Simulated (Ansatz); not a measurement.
# AgS4F (built on the sites of a database entry of AgClO4): from the cell to its phonons, part 2 of 2

Wanted: phonon frequencies of AgS4F (built on the sites of a database entry of AgClO4) and what follows from them.

Ansatz 0.2.0; DFT PBEsol, scalar-relativistic, plane waves, PAW.

So far. Step 4 (Relaxing to small forces for the phonons): The largest force component left is 0.069 meV/Å and the pressure is 0.009 GPa, within the tolerances set. The cell now holds 24.82 Å³/atom. Step 5 (Modes at Γ): Before it was imposed, the acoustic sum rule was missed by 3.9e-5 eV/Å². Small misses are needed for a sound result but don't prove that mesh and cutoff are converged. The relaxed cell has a = 8.414 Å (conventional setting).

The structure was built from a prototype and need not be the compound's stable phase.

## 6. Phonons on a q mesh

Stability and thermal properties need the whole zone. Linear response on a 2×2×2 q mesh gives force constants as far as a supercell of that size would.

input.yaml

```yaml
crystal:
  lattice:
    - [0.0, 4.2070857375, 4.2070857375]
    - [4.2070857375, 0.0, 4.2070857375]
    - [4.2070857375, 4.2070857375, 0.0]
  atoms:
    - { symbol: Ag, position: [0.5, 0.5, 0.5] }
    - { symbol: F, position: [0.0, 0.0, 0.0] }
    - { symbol: S, position: [0.1515227775, 0.1515227775, 0.1515227775] }
    - { symbol: S, position: [0.5454316674, 0.1515227775, 0.1515227775] }
    - { symbol: S, position: [0.1515227775, 0.1515227775, 0.5454316674] }
    - { symbol: S, position: [0.1515227775, 0.5454316674, 0.1515227775] }
kpoints:
  mp_grid: { grid: [8, 8, 8] }
hamiltonian:
  xc: pbesol
scf:
  occupations: { method: methfessel_paxton, width: 0.2 }
output:
  eigenvalues: true
phonons:
  method: dfpt
  qmesh: [2, 2, 2]
  temperatures: { t_max: 1000, t_step: 50 }
  qpath:
    path:
      - [[0.0, 0.0, 0.0], [-0.5, -0.5, 0.0], [-0.375, -0.375, 0.25]]
      - [[-0.375, 0.0, 0.375], [0.0, 0.0, 0.0], [0.0, 0.0, 0.5], [-0.5, -0.25, 0.25], [-0.5, -0.5, 0.0]]
    npoints: 10
```

Run with:

```
ansatz run input.yaml --threads 8 --pin off --max-ram 14336MiB --backend cpu --events-out ev --progress --plain --runs-dir out
```

Numbers of over 12 decimals in the logs are rounded to 6 here.

The log of the run:

```text
Warning: phonons: the dynamical matrix that this run interpolates holds no multipole term above the dipole-dipole one, and a site of this crystal is no centre of inversion, so its interpolated transverse optical and acoustic branches and sound speeds can stay off near Gamma, and the density of states and the thermodynamics with them. What a run solves at a wave vector of phonons.qpoints, Gamma apart, where the deck admits one, is free of this, and under fd what a larger phonons.supercell samples
[...]
Crystal: 6 atoms, lattice volume = 148.927 Å³
Basis set: ecut = 420 eV, 2891 PW (Γ), exchange–correlation on 80×80×80 points (8 copies of the dense FFT grid, shifted against one another)
Bands: 31, of which v1, the nominal top of the filled ones, is band 25 counted from 1 (24 counted from 0)
Symmetry: 24 space group operations
k-points: 29 of 512 (time reversal used)
[...]
SCF iter   1: F=—  HF=-11854.709290 eV  |F-HF|=—  |Δ(HF+E_count)|=         —  Δρ=2.10e-2  dr2=1.07e0  ethr=1.77e-3  ⟨swp⟩=5.5  Hψ=3757  notcnv=0
[...]
SCF iter  15: F=-11854.533232 eV  HF=-11854.533232 eV  |F-HF|=1.82e-12  |Δ(HF+E_count)|=  3.64e-12  S|Δr|=    0.00e0  Δρ=2.79e-8  dr2=1.80e-12  ethr=1.00e-12  ⟨swp⟩=5.1  Hψ=3737  notcnv=0
SCF 1 converged in 15 iterations: F = -11854.533232 eV  dr2 = 1.80e-12
[...]
SCF iter  10: F=-11854.533232 eV  HF=-11854.533232 eV  |F-HF|=0.00e0  |Δ(HF+E_count)|=  1.82e-12  S|Δr|=    0.00e0  Δρ=3.66e-9  dr2=1.69e-14  ethr=1.00e-12  ⟨swp⟩=3.0  Hψ=1733  notcnv=0
SCF 2 converged in 10 iterations: F = -11854.533232 eV  dr2 = 1.69e-14
phonons: the bands overlap, so this run is a metal and interpolates without the dipole-dipole term. If the crystal is really an insulator or semiconductor, its LO-TO splitting is missing
NSCF: frozen V_eff on 29 k-points
[...]
DFPT response loops at q = (0, 0, 0) (fractional): preconditioner auto → none (partly filled bands, converged f_vac=0.158); β = 0.50; Broyden in place of MSR1
[...]
SCF converged after 15 iterations
[...]
Free energy (F): -11854.533232 eV
[...]
Internal energy: -11854.503793 eV  (E = F + TS)
E sigma→0 (E₀):  -11854.525872 eV
Entropy (-TS):   -0.029439 eV (-4.907 meV/atom)
Fermi energy:    4.391869 eV
[...]
--- Band table (eV; the first three rows and the last of 29) ---
  k-point 0: bands = [... 21 lower, 1.6024, 1.6024, 4.4901, 4.9959, 4.9959, 4.9959, 6.0738, 6.0738, ... 2 higher]
  k-point 1: bands = [... 21 lower, 1.6424, 1.6424, 4.5334, 4.8547, 4.8547, 4.9987, 6.0307, 6.1050, ... 2 higher]
  k-point 2: bands = [... 21 lower, 1.6280, 1.6280, 4.4464, 4.5725, 4.5725, 5.0056, 6.0915, 6.1464, ... 2 higher]
  k-point 28: bands = [... 21 lower, 1.3837, 1.6076, 4.0274, 4.2983, 4.3820, 4.5690, 5.2274, 6.0723, ... 2 higher]
--- Phonons (Γ-DFPT): 3 representative perturbations + reference (Σ response iterations 10) ---
  ASR residual: 4.024e-5 → 0.000e0 eV/Å²; symmetrization residual: 7.574e-7 eV/Å²
  ASR residual per site (eV/Å²): 2.16e-7 4.02e-5 6.13e-6 6.13e-6 6.13e-6 6.13e-6
[...]
--- Phonons (arbitrary-q DFPT): 3 irreducible q on the 2×2×2 mesh ---
  q = [0.0000, 0.0000, 0.0000] (star 1, of the zone-centre solve; hermiticity 2.28e-7, symmetrization 3.19e-12): -435.30 -435.30 -392.17 -392.17 -392.17 -81.25 -81.25 -81.25 -52.78 -52.78 -52.78 -35.06 -35.06 -35.06 -0.00 -0.00 0.00 324.40
  q = [0.0000, 0.0000, -0.5000] (star 4, 5 solved perturbations in 860 linear systems a pass and spin channel, the states on 260 of 512 k-point pairs; hermiticity 1.44e-5, symmetrization 1.93e-6): -472.77 -472.77 -393.12 -375.91 -375.91 -170.55 -170.55 -95.66 -80.55 -80.55 -68.37 -40.61 -40.36 -40.36 62.20 62.20 125.79 357.81
[...]
sum rule: each row above includes the acoustic sum rule's correction from the zone centre's row sums; it moved no ω² by more than (0.76 cm⁻¹)²
  mesh force constants: q→R imaginary residual 1.11e-17; ASR residual 4.024e-5 → 0.000e0 eV/Å²; symmetrization residual 7.105e-15 eV/Å²
  interpolated dispersion: 62 rows × 18 modes
  density of states and harmonic sums: on the 14×14×14 q-mesh, interpolated from the force constants of a 2×2×2 supercell (no non-analytic term)
  largest difference from the sums on the solved wave vectors: F 1.79e-2 eV, S 3.21e-5 and C_V 1.41e-5 eV/K
  zero-point energy: 0.041458 eV/cell   skipped modes (ω ≤ 0): 1436, of them read as no rigid motion or as one in doubt: 1433 (1.383e1 modes/cell left out, lowest -498.48 cm⁻¹)   left out of the sums: 7.69e-1 of the cell's modes: C_V's classical limit lies that fraction below 3 k_B per atom; for a crystal, a wire or a layer, F and S can be off by more, and a phonons.interpolated_qmesh denser along its periods is the remedy for the sampling
```

Wall time 2 min (8 threads of Arm Neoverse V2, shared host); peak memory 2.9 GiB.

This step gave:

```yaml
sum_rule_residual_before_enforcement: 4.02e-5 eV/Å²
lowest_frequency_on_the_path: -498.5 cm⁻¹
highest_frequency_on_the_path_or_at_a_solved_wavevector: 362.4 cm⁻¹
lowest_mode_on_the_q_mesh_acoustic_modes_at_gamma_apart: -498.5 cm⁻¹
```

Frequencies (cm⁻¹) solved at each irreducible wavevector; negative means imaginary. Frequencies by wavevector, by row:

```csv
q in reciprocal lattice units,star,mode 1,mode 2,mode 3,mode 4,mode 16,mode 17,mode 18
0 0 0,1,-435.3,-435.3,-392.2,-392.2,0,0,324.4
0 0 -0.5,4,-472.8,-472.8,-393.1,-375.9,62.2,125.8,357.8
0 -0.5 -0.5,3,-498.5,-463,-396.5,-396.5,104.1,117.8,362.4
```

Interpolated from a 2×2×2 q mesh. The phonon branches at the labelled points (cm⁻¹):

```csv
point,branch 1,branch 2,branch 3,branch 4,branch 15,branch 16,branch 17,branch 18
Γ,-435,-435,-392,-392,0,0,0,324
X,-498,-463,-396,-396,104,104,118,362
U,-491,-470,-392,-388,96,126,141,361
jump to K,-491,-470,-392,-388,96,126,141,361
Γ,-435,-435,-392,-392,0,0,0,324
L,-473,-473,-393,-376,62,62,126,358
W,-490,-473,-393,-383,94,139,147,360
X,-498,-463,-396,-396,104,104,118,362
```

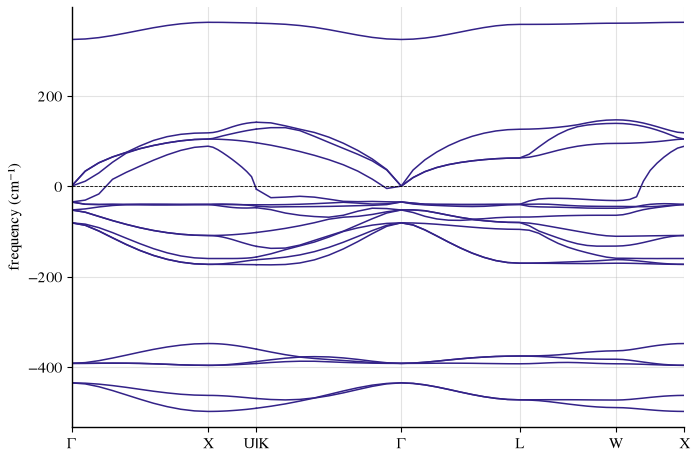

Phonon branches along the path.

The phonon density of states has structure finer than the step of the table below, so its rows give means over 50 cm⁻¹, whole bins alone (the curve runs from -495 to 365 cm⁻¹). Peaks (cm⁻¹: height): -475.0: 0.0638, -385.0: 0.0975, -165.0: 0.0898, -105.0: 0.0595, -45.0: 0.179, 125.0: 0.0517, 355.0: 0.0636.

Tetrahedra on a 14×14×14 mesh, mean over bins of 10 cm-1. Interpolated from a 2×2×2 q mesh. Table of phonon density of states by wavenumber; means over each step:

```csv
wavenumber (cm⁻¹),phonon density of states (1/cm⁻¹/cell)
-450,0.0235
-400,0.0443
-350,0.0157
-300,0
-250,0
-200,0.00431
-150,0.0511
-100,0.0425
-50,0.0716
0,0.00850
50,0.0115
100,0.0350
150,0.0155
200,0
250,0
300,1.2e-4
```

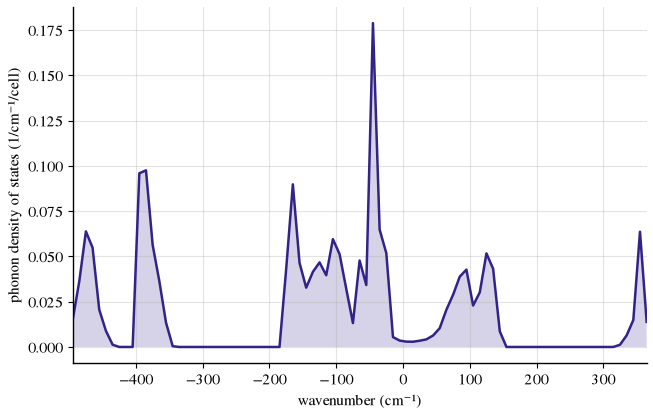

Phonon density of states against wavenumber.

The partial phonon density of states has structure finer than the step of the table below, so its rows give means over 50 cm⁻¹, whole bins alone (the curve runs from -508 to 383 cm⁻¹). Peaks (cm⁻¹: height): Ag -42.7: 0.114; F -389.9: 0.0063, -165.9: 0.0052, -98.7: 0.0151, -65.1: 0.0217, -25.9: 0.00954, 91.7: 0.0177, 125.3: 0.0177; S -468.3: 0.0589, -389.9: 0.0988, -165.9: 0.0721, 130.9: 0.0291, 354.9: 0.0449.

Phonopy on the run's constants, 11x11x11 mesh, Gaussian sigma 6.4 cm-1. Interpolated from a 2×2×2 q mesh. Table of partial phonon density of states by wavenumber; means over each step; values in 1/cm⁻¹/cell:

```csv
wavenumber (cm⁻¹),Ag,F,S
-450,2.4e-5,7.6e-4,0.0231
-400,1.2e-4,0.00237,0.0409
-350,4.1e-5,4.5e-4,0.0161
-300,0,0,0
-250,0,0,0
-200,9.4e-5,3.6e-4,0.00462
-150,9.6e-4,0.00460,0.0448
-100,0.00178,0.0116,0.0293
-50,0.0513,0.0125,0.00839
0,0.00384,0.00259,0.00110
50,9.1e-4,0.00507,0.00598
100,7.9e-4,0.0137,0.0201
150,9.7e-5,0.00503,0.0106
200,0,0,0
250,0,0,0
300,0,0,2.2e-4
350,0,7.8e-6,0.0196
```

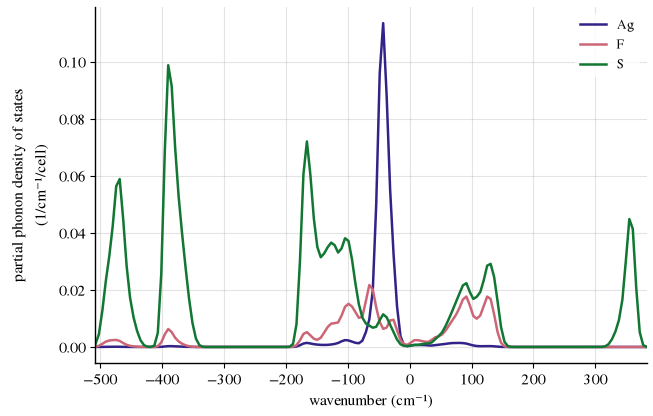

Partial phonon density of states, plotted against wavenumber.

Symmetry leaves 3 wavevectors to solve. The lowest mode among them, the acoustic zeros apart, lies at q = (0, -0.5, -0.5) and is imaginary, 498.5i cm⁻¹, so the energy falls along it.

## 7. Isotope substitution, element Ag, natural mass 107.868 amu

An isotope changes the mass and not the force constants, so no new electronic calculation is needed; the shifts show which modes move this element.

The same force constants with the mass of Ag changed from 107.868 to 108.905 u (phonopy, no LO-TO term). Both lists are sorted by frequency; levels can cross, so a row need not hold one and the same mode. Modes under 3 cm⁻¹ are left out. Isotope shifts, by row, the first 40 of 51 rows:

```csv
q,rank,natural mass (cm⁻¹),changed mass (cm⁻¹)
0 0 0,1,-435.3,-435.3
0 0 0,2,-435.3,-435.3
0 0 0,3,-392.2,-392.1
0 0 0,4,-392.2,-392.1
0 0 0,5,-392.2,-392.1
0 0 0,6,-81.25,-81.25
0 0 0,7,-81.25,-81.25
0 0 0,8,-81.25,-81.25
0 0 0,9,-52.78,-52.68
0 0 0,10,-52.78,-52.68
0 0 0,11,-52.78,-52.68
0 0 0,12,-35.06,-35.03
0 0 0,13,-35.06,-35.03
0 0 0,14,-35.06,-35.03
0 0 0,18,324.4,324.4
0 0 -0.5,1,-472.8,-472.8
0 0 -0.5,2,-472.8,-472.8
0 0 -0.5,3,-393.1,-393.1
0 0 -0.5,4,-375.9,-375.9
0 0 -0.5,5,-375.9,-375.9
0 0 -0.5,6,-170.6,-170.5
0 0 -0.5,7,-170.6,-170.5
0 0 -0.5,8,-95.66,-95.66
0 0 -0.5,9,-80.55,-80.52
0 0 -0.5,10,-80.55,-80.52
0 0 -0.5,11,-68.37,-68.3
0 0 -0.5,12,-40.61,-40.46
0 0 -0.5,13,-40.36,-40.2
0 0 -0.5,14,-40.36,-40.2
0 0 -0.5,15,62.2,62.17
0 0 -0.5,16,62.2,62.17
0 0 -0.5,17,125.8,125.8
0 0 -0.5,18,357.8,357.8
0 -0.5 -0.5,1,-498.5,-498.5
0 -0.5 -0.5,2,-463,-463
0 -0.5 -0.5,3,-396.5,-396.5
0 -0.5 -0.5,4,-396.5,-396.5
0 -0.5 -0.5,5,-348.2,-348.2
0 -0.5 -0.5,6,-173.1,-173.1
0 -0.5 -0.5,7,-173.1,-173.1
```

A mode of this element alone would shift by -0.48 %. The highest zone-centre frequency without the field goes from 324.4 to 324.4 cm⁻¹ (+0.0 %).

## 8. Another isotope, element S, natural mass 32.06 amu

The same for S, from 32.06 to 33.97 u.

The same force constants with the mass of S changed from 32.060 to 33.968 u (phonopy, no LO-TO term). Both lists are sorted by frequency; levels can cross, so a row need not hold one and the same mode. Modes under 3 cm⁻¹ are left out. Isotope shifts, by row, the first 40 of 51 rows:

```csv
q,rank,natural mass (cm⁻¹),changed mass (cm⁻¹)
0 0 0,1,-435.3,-422.9
0 0 0,2,-435.3,-422.9
0 0 0,3,-392.2,-383
0 0 0,4,-392.2,-383
0 0 0,5,-392.2,-383
0 0 0,6,-81.25,-78.93
0 0 0,7,-81.25,-78.93
0 0 0,8,-81.25,-78.93
0 0 0,9,-52.78,-51.94
0 0 0,10,-52.78,-51.94
0 0 0,11,-52.78,-51.94
0 0 0,12,-35.06,-34.94
0 0 0,13,-35.06,-34.94
0 0 0,14,-35.06,-34.94
0 0 0,18,324.4,315.2
0 0 -0.5,1,-472.8,-459.9
0 0 -0.5,2,-472.8,-459.9
0 0 -0.5,3,-393.1,-383.2
0 0 -0.5,4,-375.9,-365.5
0 0 -0.5,5,-375.9,-365.5
0 0 -0.5,6,-170.6,-166
0 0 -0.5,7,-170.6,-166
0 0 -0.5,8,-95.66,-92.94
0 0 -0.5,9,-80.55,-79.51
0 0 -0.5,10,-80.55,-79.51
0 0 -0.5,11,-68.37,-67.57
0 0 -0.5,12,-40.61,-40.42
0 0 -0.5,13,-40.36,-40.15
0 0 -0.5,14,-40.36,-40.15
0 0 -0.5,15,62.2,61.3
0 0 -0.5,16,62.2,61.3
0 0 -0.5,17,125.8,123.8
0 0 -0.5,18,357.8,347.6
0 -0.5 -0.5,1,-498.5,-485.7
0 -0.5 -0.5,2,-463,-449.8
0 -0.5 -0.5,3,-396.5,-385.4
0 -0.5 -0.5,4,-396.5,-385.4
0 -0.5 -0.5,5,-348.2,-338.3
0 -0.5 -0.5,6,-173.1,-168.9
0 -0.5 -0.5,7,-173.1,-168.9
```

A mode of this element alone would shift by -2.85 %. The highest zone-centre frequency without the field goes from 324.4 to 315.2 cm⁻¹ (-2.8 %).

## 9. Summary of results

| Item | Value |
| --- | --- |
| space group after relaxation (within 0.01 Å) | F-43m |
| volume per atom | 24.8 Å³ |
| electronic character | no gap on this mesh |
| highest optical mode at the zone centre (no LO-TO term) | 324 cm⁻¹ |
| lowest optical zone-centre mode | -435 cm⁻¹ |
| lowest mode on the q mesh (acoustic modes at Γ apart) | -498 cm⁻¹ |
| highest frequency on the path or at a solved wavevector | 362 cm⁻¹ |
| imaginary modes on the 2×2×2 q mesh | yes |

In words: Modes are clearly imaginary (beyond 10i cm⁻¹) at 3 of the 3 irreducible wavevectors, most at q = (0, -0.5, -0.5) (498.5i cm⁻¹), so this structure is not a minimum of the energy. The optical modes at Γ span -435 to 324 cm⁻¹ (negative means imaginary). The highest mode in this list at Γ, 324.4 cm⁻¹, is mostly motion of S (100 % of the kinetic energy). With no gap, or one that is small against the smearing, the frequencies hang on the k mesh and the smearing, most of all near Kohn anomalies. The starting cell was built on a prototype and not taken from a measurement, so the phase need not exist. These are harmonic frequencies at zero temperature: anharmonic shifts, linewidths and thermal expansion are left out.

[Logs are printed without paths, hosts, clocks, repeated set-up lines and the standing remarks that a program may print on its own settings, such as how far it seeks lower states.]

[Hosts, paths, dates, database ids (printed as entryN), source tags and the programs' standing remarks are cut or masked in the printed files.]
